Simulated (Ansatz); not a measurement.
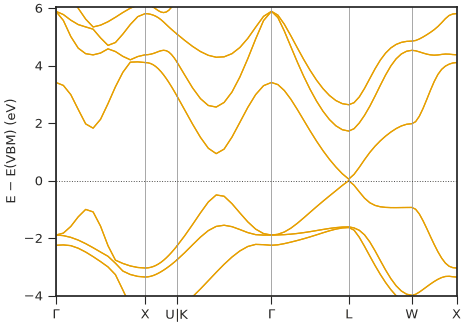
Band structure from PBE with spin–orbit coupling in the plane-wave PAW code Ansatz

**Question.** Read off the gap and where the band edges lie.

**Answer.** About 0.1 eV (0.05 eV by a search for the band edges); maximum at L, minimum at L.

The material is PbS (rock salt, space group No. 225).

Space group Fm-3m (rock salt). Symmetry was held in the PBE relaxation.

Potentials: the earlier of the program's two PAW sets.
